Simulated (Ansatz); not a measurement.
ZnS (wurtzite): energy over volume and axial ratio

ZnS (wurtzite)

```
CELL_PARAMETERS angstrom
      3.80703     0.00000     0.00000
     -1.90352     3.29699     0.00000
      0.00000     0.00000     6.24624
ATOMIC_POSITIONS crystal
  Zn 0.66667 0.33333 0.99975
  Zn 0.33333 0.66667 0.49975
  S  0.66667 0.33333 0.62545
  S  0.33333 0.66667 0.12545
```

Two coordinates are scanned: the volume, and the ratio of the stretch along z (the conventional c axis) to the stretch across it. Atoms keep their fractional coordinates.

Calculation: r2SCAN (plane waves to 500 eV, PAW, scalar-relativistic; Ansatz, an electronic-structure program). k mesh 10×10×6 (Γ-centred), Fermi-Dirac smearing 0.05 eV. The energy includes the smearing's −TS. Stress and pressure are positive under compression. As the atoms are clamped, bonds stretch with the cell, which overstates energies and stresses. The PAW data are Ansatz's earlier set. ZnS was relaxed with its symmetry unable to fall. The zero of ΔE is the relaxed starting cell.

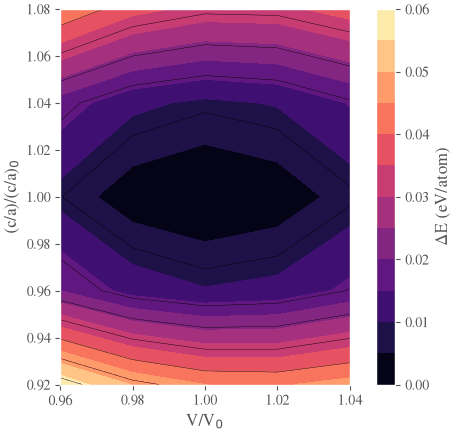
*ΔE (eV/atom) over the 5×5 grid of computed points.*

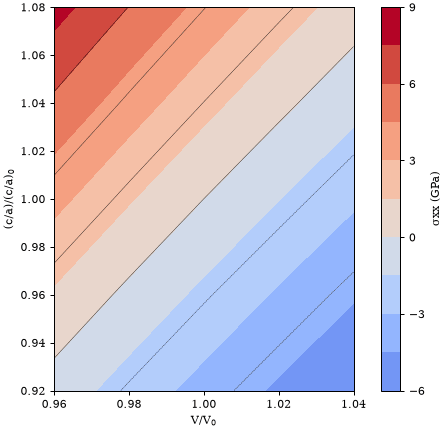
*σxx (GPa) over the 5×5 grid of computed points.*

The modulus against c/a change at fixed volume, (3/4V)·∂²E/∂(ln c/a)² (fit, atoms clamped) is 74 GPa, an upper bound as the atoms could relax. Highest place on the grid: V/V₀ = 0.960, (c/a)/(c/a)₀ = 0.920 (58.8 meV/atom). Lowest place on the grid: V/V₀ = 1.000, (c/a)/(c/a)₀ = 1.000 (0.0 meV/atom).

Near the relaxed cell σzz − σxx = −2Cδ (compression positive), C being this modulus and δ the logarithm of the ratio.

(Under strain, the slope of the energy per volume gives the stress and its curvature an elastic modulus.)
